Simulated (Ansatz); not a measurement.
## Electronic structure of Sr2C in real space

Input

```
crystal:
  lattice:
    - [0.0, 3.0814800447, 3.0814800447]
    - [3.0814800447, 0.0, 3.0814800447]
    - [3.0814800447, 3.0814800447, 0.0]
  atoms:
    - { symbol: C, position: [0.0, 0.0, 0.0] }
    - { symbol: Sr, position: [0.25, 0.25, 0.25] }
    - { symbol: Sr, position: [0.75, 0.75, 0.75] }
kpoints:
  mp_grid: { grid: [6, 6, 6] }
hamiltonian:
  xc: pbe
scf:
  occupations: { method: fermi_dirac, width: 0.02 }
relax:
  f_tol: 0.005
  cell: {}
output:
  write_density: true
  write_potential: true
  elf: true
  volumetric_format: npy
```

Command:

```sh
ansatz run input.yaml --threads 2 --pin off --max-ram 2211MiB --backend cpu --events-out ev --progress --plain --runs-dir out
```

Below, planes, directions and counts refer to the conventional cell (a = 6.74 Å, b = 6.74 Å, c = 6.74 Å, α = 90.00°, β = 90.00°, γ = 90.00°).

The fields are those of the relaxed geometry.

Space group Fm-3m; started from the antifluorite prototype, which need not be the ambient phase.

Computed with Ansatz, DFT, PBE, plane waves, PAW.

The density is the valence pseudo-density of a PAW calculation; it isn't the true density close to the nuclei.

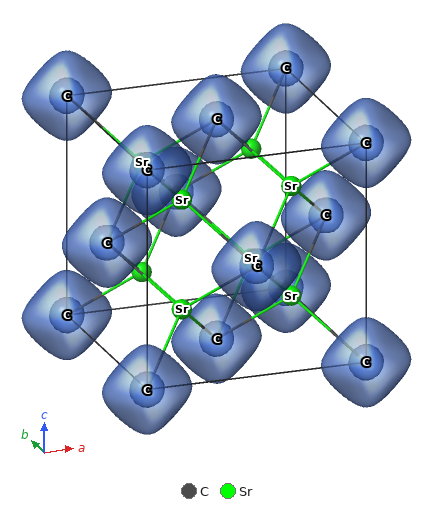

Figure 1. Isosurface of the ELF at 0.7 (blue), seen slightly off an axis. Only the valence region is drawn (cores and ρ < 0.01 e/Å³ removed). Sticks mark near contacts.

Where are the electrons localised?

At this value the surface marks out four regions wrapped around C (the valence shell of each), counted in one cell of 12 atoms. Regions shared between cells count once.


Sr–C (2.92 Å): the ELF peaks at about 0.80 in the valence shell of C, 0.8 Å from its nucleus, and drops to about 0.10 between the two atoms: no localised pair shows between them.

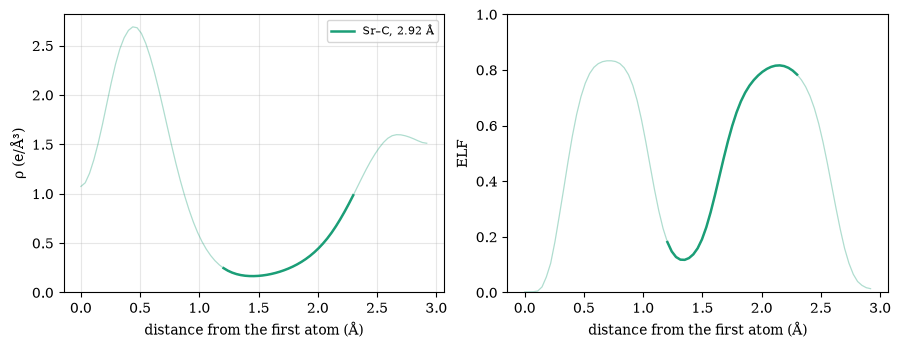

Figure 2. Valence charge density (pseudo) and ELF along straight lines between neighbouring atoms. Thin, pale parts lie inside the atomic spheres.

What can be read from the curves?

Sr–C (2.92 Å): ρ at the midpoint is about 0.17 e/Å³; the ELF peaks at about 0.80 in the valence shell of C, 0.8 Å from its nucleus, and drops to about 0.10 between the two atoms (no shared electron pair shows on this line).
